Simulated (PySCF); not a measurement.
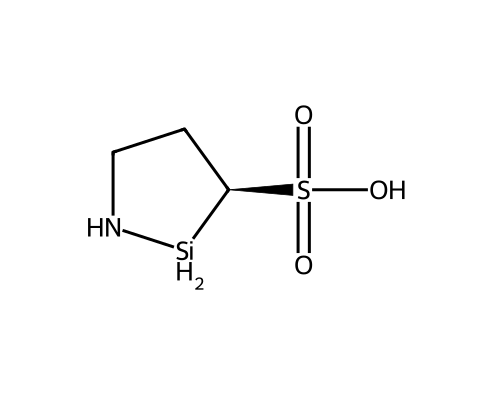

Question: Give its SMILES.

Answer: O=S(=O)(O)[C@@H]1CCN[SiH2]1

Question: What is the molecular formula?

Answer: C3H9NO3SSi.

Question: An optimisation with PBE0-D3(BJ)/def2-SVP gave a structure of which point group?

Answer: C1.

The parts below concern this one geometry. Atoms keep their numbers from picture to picture. The geometry was computed by an optimisation with PBE0-D3(BJ)/def2-SVP. No frequency run is at hand to confirm it as a minimum.

### Charges

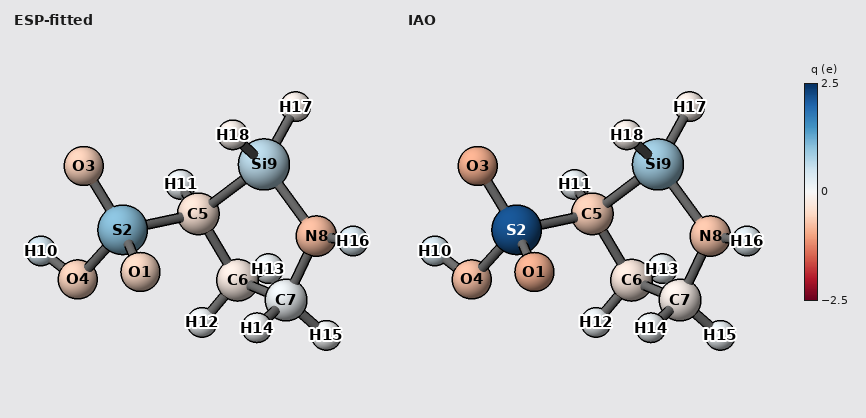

Atomic charges of one calculation by 2 schemes, on one colour scale. No frequency run is at hand to confirm it as a minimum. Computed with PBE0/pcSseg-1 in chloroform (IEF-PCM) (PySCF 2.14.0).

Question: Which scheme gives the most polar picture (largest mean size of the charges)?

Answer: The IAO charges are the largest in size here.

Question: On which atom do the schemes disagree most?

Answer: On S2 (from 1.05 to 2.13 e).

List the charges (e), one line for each set of equivalent atoms.

```csv
atom,ESP-fitted,IAO
O1,−0.50,−0.88
S2,1.05,2.13
O3,−0.57,−0.89
O4,−0.57,−0.73
C5,−0.34,−0.60
C6,−0.21,−0.26
C7,0.12,−0.14
N8,−0.77,−0.69
Si9,0.67,0.88
H10,0.46,0.40
H11,0.17,0.19
H12,0.11,0.16
H13,0.14,0.16
H14,0.06,0.13
H15,0.06,0.14
H16,0.39,0.27
H17,−0.14,−0.14
H18,−0.13,−0.13
```

### Levels of theory compared

No frequency run is at hand to confirm it as a minimum. Program: PySCF 2.14.0.

Compare HOMO energy (eV), dipole (D) at these levels: CAM-B3LYP/def2-SVPD; PBE0/pcSseg-1; PBE0/pcSseg-1 in chloroform (IEF-PCM); PBE0/pcSseg-1 in dichloromethane (IEF-PCM).

```csv
level,HOMO energy (eV),dipole (D)
CAM-B3LYP/def2-SVPD,−8.43,3.77
PBE0/pcSseg-1,−6.96,3.56
PBE0/pcSseg-1 in chloroform (IEF-PCM),−6.81,4.31
PBE0/pcSseg-1 in dichloromethane (IEF-PCM),−6.80,4.48
```

### Core levels

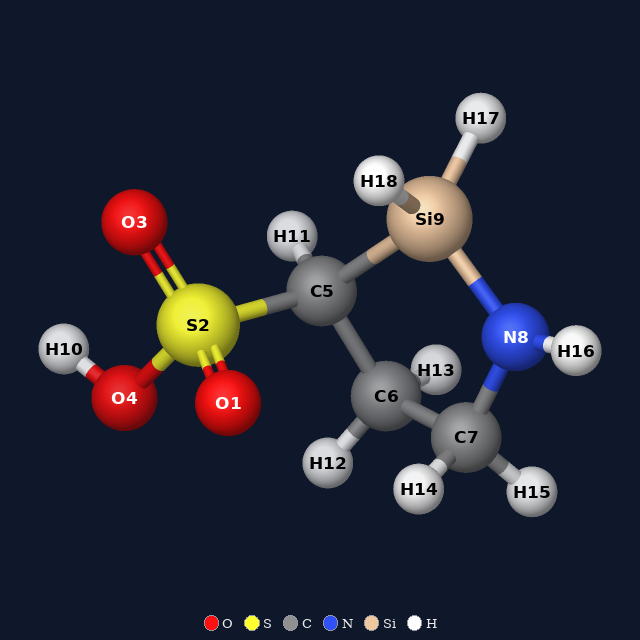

No frequency run is at hand to confirm it as a minimum. Level of theory: delta-SCF UKS SCAN, pcX-2 on the ionised atom, pcseg-1 elsewhere, spin-free X2C (PySCF 2.14.0).

Give the core-electron binding energies (to vacuum; p and d levels without spin–orbit splitting) of O1 1s, S2 1s, S2 2p, O3 1s, O4 1s, C5 1s, C6 1s, C7 1s, N8 1s, Si9 1s, Si9 2p.

| atom | level | binding energy (eV) |
| --- | --- | --- |
| O1 | 1s | 537.9 |
| S2 | 1s | 2483.5 |
| S2 | 2p | 174.9 |
| O3 | 1s | 537.9 |
| O4 | 1s | 539.7 |
| C5 | 1s | 291.2 |
| C6 | 1s | 291.2 |
| C7 | 1s | 291.7 |
| N8 | 1s | 404.6 |
| Si9 | 1s | 1847.0 |
| Si9 | 2p | 107.3 |

### NMR shielding

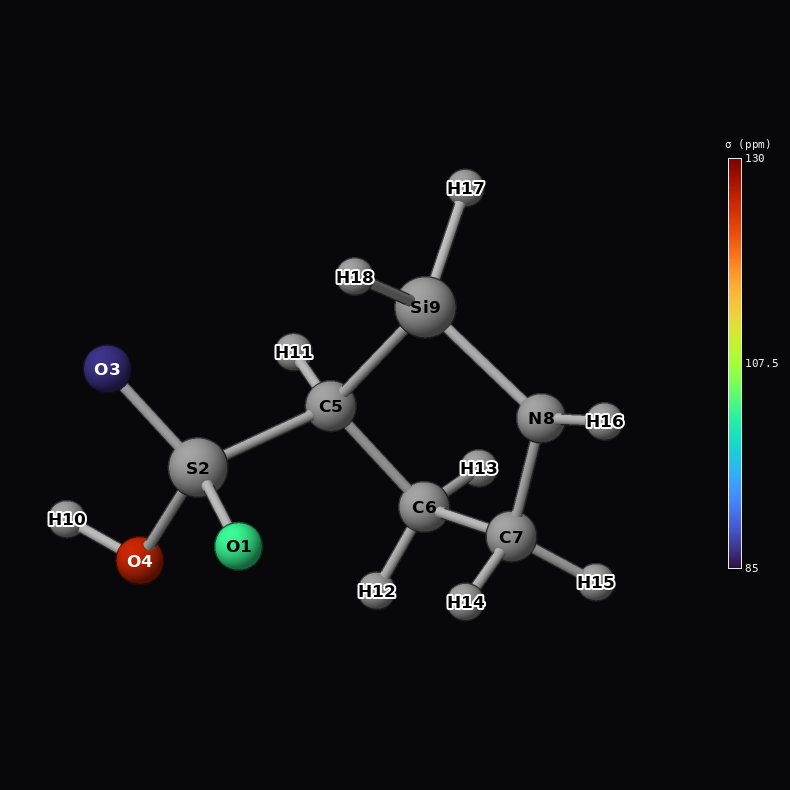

Atoms are coloured by their isotropic NMR shieldings (O only, the others grey). No frequency run is at hand to confirm it as a minimum. Method: GIAO PBE0/pcSseg-1 NMR shielding, non-relativistic, IEF-PCM dichloromethane (PySCF 2.14.0).

List the isotropic NMR shieldings of the O atoms.

| atom | σ (ppm) |
| --- | --- |
| O1 | 102.4 |
| O3 | 86.9 |
| O4 | 125.4 |
